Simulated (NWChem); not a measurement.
**One shape, several levels: C2F2 (SMILES FC#CF)**

Aim: a comparison of 4 runs (HF/STO-3G, HF/3-21G, B3LYP/6-31G*) of C2F2. 

Program for the calculation: NWChem 7.3.0.

**1. The system as given**

The species is C2F2 (4 atoms), meant as a singlet with charge 0. SMILES: `FC#CF`. The coordinates come from a PBE0-D4/def2-TZVP relaxation.

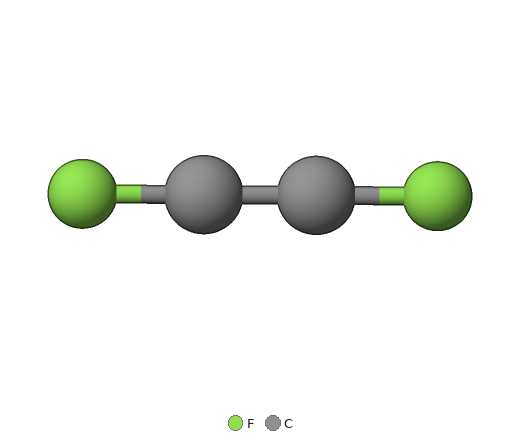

Viewed from a chosen angle; fluorine green, carbon grey.

**2. Energy and gradient at HF/STO-3G (run 1)**

The input, mol.nw:

```
echo
start mol
title "C2F2 hf"
memory total 2200 mb

geometry units angstrom noautosym nocenter noautoz
F     -0.136400     0.128000     1.852800
C     -0.033700     0.030200     0.583200
C      0.061400    -0.060400    -0.593400
F      0.164100    -0.158200    -1.863000
end

basis spherical bse
* library STO-3G
end

scf
singlet
rhf
thresh 1e-08
maxiter 80
end

task scf gradient
```

On the command line:

```bash
$ nwchem mol.nw > mol.out
```

Output:

```text
[...]
  functions       =    20
[...]
  wavefunction    = RHF
[...]
         Total SCF energy =   -270.745511822431
      One-electron energy =   -566.728965813826
      Two-electron energy =    200.472450121339
 Nuclear repulsion energy =     95.511003870056
        Time for solution =      0.3s
[...]
                         RHF ENERGY GRADIENTS
    atom               coordinates                        gradient
                 x          y          z           x          y          z
   1 F      -0.257759   0.241885   3.501284    0.005234  -0.004985  -0.064715
   2 C      -0.063684   0.057070   1.102088   -0.009519   0.009068   0.117757
   3 C       0.116029  -0.114139  -1.121363    0.009519  -0.009068  -0.117757
   4 F       0.310104  -0.298955  -3.520560   -0.005234   0.004985   0.064715
[...]
```

It took 0.89 s on 1 thread of Intel Xeon at 2.60GHz (Ice Lake), shared host; peak memory 0.1 GiB.

**3. Energy and gradient at HF/3-21G (run 2)**

The input, run.py:

```python
from ase import Atoms
from ase.calculators.nwchem import NWChem

molecule = Atoms(['F', 'C', 'C', 'F'], positions=[
    [-0.136400, 0.128000, 1.852800],
    [-0.033700, 0.030200, 0.583200],
    [0.061400, -0.060400, -0.593400],
    [0.164100, -0.158200, -1.863000],
])

calc = NWChem(
    label='c2f2',
    theory='scf',
    memory='2200 mb',
    basis='3-21G',
    basispar='spherical bse',
    scf={'nopen': '0', 'rhf': None, 'thresh': '1e-08', 'maxiter': '80', 'print': 'low'},
)
molecule.calc = calc

forces = molecule.get_forces()
print(f"energy = {molecule.get_potential_energy():.6f} eV")
print("forces (eV/A):")
for s, f in zip(molecule.symbols, forces):
    print(f"{s:2s} {f[0]:10.5f} {f[1]:10.5f} {f[2]:10.5f}")
```

On the command line:

```bash
$ export ASE_NWCHEM_COMMAND="nwchem PREFIX.nwi > PREFIX.nwo"
$ python run.py
```

Output:

```text
energy = -7428.063428 eV
forces (eV/A):
F    -0.13128    0.12506    1.62406
C     0.32998   -0.31445   -4.08445
C    -0.32998    0.31445    4.08445
F     0.13128   -0.12506   -1.62406
```

The calculator wrote c2f2.nwi:

```
title "c2f2"

permanent_dir c2f2

scratch_dir c2f2

start c2f2

geometry units angstrom nocenter noautosym noautoz
  F  -1.3639999999999999e-01 1.2800000000000000e-01 1.8528000000000000e+00
  C  -3.3700000000000001e-02 3.0200000000000001e-02 5.8320000000000005e-01
  C  6.1400000000000003e-02 -6.0400000000000002e-02 -5.9340000000000004e-01
  F  1.6410000000000000e-01 -1.5820000000000001e-01 -1.8630000000000000e+00
end

memory 2200 mb

basis spherical bse noprint
   * library 3-21G
end

scf
  nopen 0
  rhf
  thresh 1e-08
  maxiter 80
  print low
end

task scf gradient
```

c2f2.nwo:

```text
Northwest Computational Chemistry Package (NWChem) 7.3.0
             --------------------------------------------------------

           Job information
           ---------------

    nwchem branch   = 7.3.0
    use scalapack   = T
    input           = c2f2.nwi
    prefix          = c2f2.
    data base       = c2f2/c2f2.db
    status          = startup
    nproc           =        1

           Memory information
           ------------------

    heap     =     72089594 doubles =      550.0 Mbytes
    stack    =     72089599 doubles =      550.0 Mbytes
    global   =    144179200 doubles =     1100.0 Mbytes (distinct from heap & stack)
    total    =    288358393 doubles =     2200.0 Mbytes
    verify   = yes
    hardfail = no

           Directory information
           ---------------------

  0 permanent = c2f2
  0 scratch   = c2f2

                                NWChem Input Module
                                -------------------

                                       c2f2
                                       ----

[... 23 lines left out ...]
            Nuclear Dipole moment (a.u.)
[... 40 lines left out ...]
                                       c2f2

  ao basis        = "ao basis"
  functions       =    36
  atoms           =     4
  closed shells   =    15
  open shells     =     0
  charge          =   0.00
  wavefunction    = RHF
  input vectors   = atomic
  output vectors  = c2f2/c2f2.movecs
  use symmetry    = F
  symmetry adapt  = F

 Forming initial guess at       0.0s

 Starting SCF solution at       0.0s

       Final RHF  results
       ------------------

         Total SCF energy =   -272.976298298325
      One-electron energy =   -566.788555090616
      Two-electron energy =    198.301252922236
 Nuclear repulsion energy =     95.511003870056

        Time for solution =      0.3s

                              NWChem Gradients Module
                              -----------------------

                         RHF ENERGY GRADIENTS

    atom               coordinates                        gradient
                 x          y          z           x          y          z
   1 F      -0.257759   0.241885   3.501284    0.002553  -0.002432  -0.031583
   2 C      -0.063684   0.057070   1.102088   -0.006417   0.006115   0.079430
   3 C       0.116029  -0.114139  -1.121363    0.006417  -0.006115  -0.079430
   4 F       0.310104  -0.298955  -3.520560   -0.002553   0.002432   0.031583

 Task  times  cpu:        0.4s     wall:        0.4s
 Total times  cpu:        0.4s     wall:        0.4s
```

Run time: 1.4 s. Hardware: 1 thread of Intel Xeon at 2.60GHz (Ice Lake), shared host; peak memory 0.099 GiB.

Run 3 isn't shown in full; the table further down has it.

**4. Energy and forces at B3LYP/6-31G(d) (Cartesian functions) (run 4)**

The input, calc.nw:

```
start calc
title "C2F2 gradient"
memory stack 880 mb heap 220 mb global 1100 mb
geometry noautosym nocenter noautoz
   F     -0.136400     0.128000     1.852800
   C     -0.033700     0.030200     0.583200
   C      0.061400    -0.060400    -0.593400
   F      0.164100    -0.158200    -1.863000
end
basis
   * library 6-31G*
end
dft
   xc b3lyp
   grid xfine
   convergence energy 1e-08
   iterations 100
   mulliken
end
task dft gradient
```

On the command line:

```bash
$ nwchem calc.nw > calc.out
```

Output:

```text
[...]
          Wavefunction type:  closed shell.
          No. of atoms     :     4
          No. of electrons :    30
[...]
          Charge           :     0
          Spin multiplicity:     1
[...]
          AO basis - number of functions:    60
[...]
              XC Information
              --------------
                         B3LYP Method XC Potential
                     Hartree-Fock (Exact) Exchange  0.200
                        Slater Exchange Functional  0.800 local
                    Becke 1988 Exchange Functional  0.720 non-local
              Lee-Yang-Parr Correlation Functional  0.810
                  VWN I RPA Correlation Functional  0.190 local
[...]
 d= 0,ls=0.0,diis     1   -275.6766512654 -3.71D+02  1.56D-02  6.43D-01     1.0
[...]
 d= 0,ls=0.0,diis     7   -275.7360664522 -9.62D-09  2.29D-07  1.81D-10     6.0
         Total DFT energy =     -275.736066452217
      One electron energy =     -569.490292917940
           Coulomb energy =      229.967995316049
    Exchange-Corr. energy =      -31.724772720382
 Nuclear repulsion energy =       95.511003870056
[...]
      Total Density - Mulliken Population Analysis
     ---------------------------------------------
    Atom       Charge   Shell Charges
 -----------   ------   -------------------------------------------------------
    1 F    9     9.18   1.99  0.96  3.31  0.92  1.92  0.07
    2 C    6     5.82   1.99  0.64  2.05  0.39  0.72  0.04
    3 C    6     5.82   1.99  0.64  2.05  0.39  0.72  0.04
    4 F    9     9.18   1.99  0.96  3.31  0.92  1.92  0.07
[...]
  wavefunction    = closed shell
                         DFT ENERGY GRADIENTS
    atom               coordinates                        gradient
                 x          y          z           x          y          z
   1 F      -0.257759   0.241885   3.501284    0.001397  -0.001331  -0.017279
   2 C      -0.063684   0.057070   1.102088    0.000264  -0.000251  -0.003262
   3 C       0.116029  -0.114139  -1.121363   -0.000264   0.000251   0.003261
   4 F       0.310104  -0.298955  -3.520560   -0.001397   0.001331   0.017280
[...]
```

It took 8.1 s on 1 thread of Intel Xeon at 2.60GHz (Ice Lake), shared host; peak memory 0.12 GiB.

**5. The series**

| run | level | iteration cap | module | energy (Eh) | dipole moment (D) | HOMO energy (eV) | LUMO energy (eV) | wall time |
| --- | --- | --- | --- | --- | --- | --- | --- | --- |
| 1 | HF/STO-3G | 80 | scf | -270.745512 | 0.00 | -8.61 | 11.19 | 0.89 s |
| 2 | HF/3-21G | 80 | scf | -272.976298 | – | – | – | 1.4 s |
| 3 | B3LYP/6-31G* (spherical functions) | 100 | dft | -275.733284 | 0.00 | -7.51 | 1.48 | 8.1 s |
| 4 | B3LYP/6-31G* (Cartesian functions) | 100 | dft | -275.736066 | 0.00 | -7.51 | 1.46 | 8.1 s |

**6. Results**

| quantity | value |
| --- | --- |
| run 4: total energy | -275.73607 Eh |
| run 4: dipole moment | 0.00 D |
| run 4: HOMO energy | -7.51 eV |
| run 4: LUMO energy | 1.46 eV |
| run 4: HOMO–LUMO gap | 8.97 eV |
| run 4: largest force on an atom | 0.894 eV/Å |

What this shows: Over runs 1, 3, 4 the HOMO–LUMO gap runs from 8.97 eV (B3LYP/6-31G*) to 19.80 eV (HF/STO-3G). The two ends differ in method and basis. In run 1 the basis is minimal, so the values are rough. All runs together took 19 s, the longest 8.1 s.
